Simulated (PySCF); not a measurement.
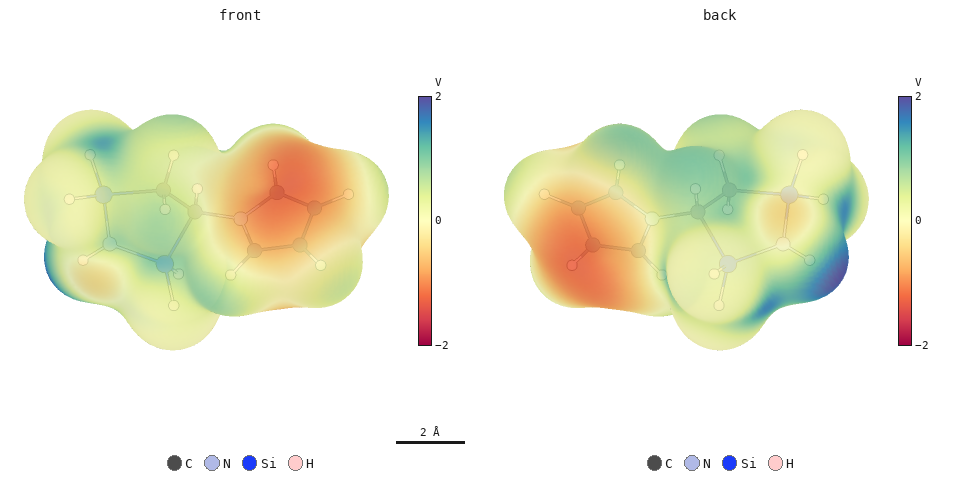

The picture shows: C$_{6}$H$_{12}$N$_{2}$Si$_{2}$. The electrostatic potential painted on the density surface at 0.002 e/bohr³, seen from the front and from behind; the colour scale runs from red (negative) to blue (positive).

Geometry: PBE0-D3(BJ)/def2-SVP.

Method: PBE0/pcSseg-1, SCF density, gas phase, non-relativistic in PySCF 2.14.0.

Input

```
{"job": {"kind": "nmr", "xc": "PBE0", "basis": "pcSseg-1"}, "charge": 0, "multiplicity": 1}
C      3.166785    -0.183744     0.603556
C      3.290299     0.542322    -0.610838
C      2.017168     0.702620    -1.115819
N      1.131828     0.097011    -0.263912
C     -0.307259     0.100113    -0.422551
C     -1.045992     1.069260     0.517636
Si    -2.894448     0.679197     0.410680
N     -2.780773    -1.022960     0.033005
Si    -1.169309    -1.604878    -0.281437
C      1.824525    -0.441166     0.789411
H      3.971398    -0.492193     1.268398
H      4.208782     0.903974    -1.069060
H      1.665048     1.197773    -2.018864
H     -0.499543     0.411902    -1.463601
H     -0.725119     0.888264     1.557959
H     -0.801823     2.119057     0.287373
H     -3.616332     0.948534     1.692978
H     -3.583973     1.469642    -0.659884
H     -3.590921    -1.632403     0.016876
H     -0.606466    -2.440850     0.825122
H     -1.060081    -2.391846    -1.547292
H      1.308696    -0.966888     1.590056
```

Command:

```sh
OMP_NUM_THREADS=1 python probes_run.py task.json out
```

> Where is the surface potential most negative and most positive?

The most negative region (about −1.2 V, or −28 kcal/mol for a unit charge) lies over the π face of C1 and C2, the most positive (about +1.9 V, or +44 kcal/mol for a unit charge) over H19.

> How polar is the molecule by this calculation?

Its dipole moment is 2.48 D.
